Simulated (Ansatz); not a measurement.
**Convergence study of zone-centre phonons against the mesh for TaTi (Cmmm, 2 atoms in the cell)**

```
CELL_PARAMETERS angstrom
      1.62471    -2.28601     0.00000
      1.62471     2.28601     0.00000
      0.00000     0.00000     4.66071
ATOMIC_POSITIONS crystal
  Ti 0.50000 0.50000 0.50000
  Ta 0.00000 0.00000 0.00000
```

Method of the run: LDA (PW92), default PAW files made with PBE (plane waves; Ansatz, an electronic-structure program).

Base settings: basis.ecutwfc = 30.9 Ry; kpoints.mp_grid.grid = 12 12 7; hamiltonian.xc = lda; hamiltonian.pseudopotentials = {kind: paw} (the program's default PAW files); scf.occupations.method = fermi_dirac; scf.occupations.width = 0.0073 Ry.

In this ladder: phonons.method = dfpt.

Frequencies are those of the unrelaxed cell, without the LO-TO term of polar crystals.

Only quantities that move along the ladder and can be compared are tabulated.

Core times come from one kind of shared machine, to one figure; runs under 30 s give none.

The starting cell comes from a database of computed structures (which also holds hypothetical and non-ambient phases and stackings), without a prior relaxation at this level. Its lattice was rescaled by up to half a per cent. Spin polarisation is off. In the base run, with a pressure of about -7 GPa the cell is away from its equilibrium volume at this level.

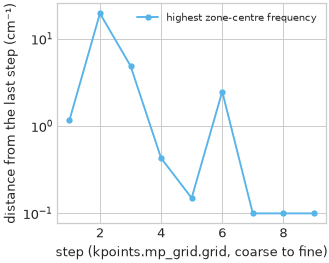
Figure. Distance from the last step along the ladder; very small values are drawn at a floor.

```csv
kpoints.mp_grid.grid,highest zone-centre frequency (cm⁻¹),core time / last (rough)
3 3 2,165.3,–
4 4 3,183.7,–
5 5 3,169.0,–
6 6 4,164.5,–
8 8 5,164.2,–
10 10 6,161.6,0.03
15 15 9,164.2,0.09
18 18 11,164.1,0.1
23 23 13,164.1,0.4
28 28 16,164.1,1
```

Coarsest kpoints.mp_grid.grid that holds the highest zone-centre frequency within 1 cm⁻¹ of the last step, with all finer ones: 15 15 9, at about 0.09 of the last step's time; the step before is off by 2.5 cm⁻¹.

Keys are those of Ansatz 0.2.
